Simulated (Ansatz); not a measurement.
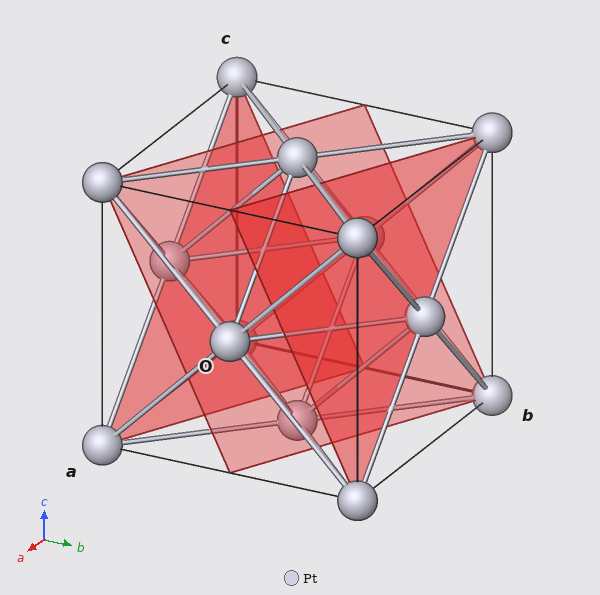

For Pt, a calculation's input that goes back to an entry of the Crystallography Open Database (an earlier step may have relaxed or displaced it): every member of one family of equally spaced planes, hx + ky + lz = a whole number, that cuts the unit cell is shaded (one member passes through the origin O, touching the cell only at an edge or corner). Symmetry computed with spglib at a tolerance of 0.002 Å; standard conventional cell.

a = 3.916 Å, b = 3.916 Å, c = 3.916 Å, α = 90.00°, β = 90.00°, γ = 90.00°.

> Index the planes.

(1 2 1); the opposite sign names the same planes. The member next to the origin meets the axes a at 1, b at 1/2, c at 1.

> What is the spacing?

d = 1.599 Å.

> Which atoms of the cell lie in these planes (within 0.03 Å)?

2 of the 4 Pt.

> The space group is Fm-3m, No. 225. How many reflections hkl are equivalent to this one (itself included), and does it occur?

24 reflections are equivalent in the Laue class m-3m. The reflection is systematically absent, by the centring.
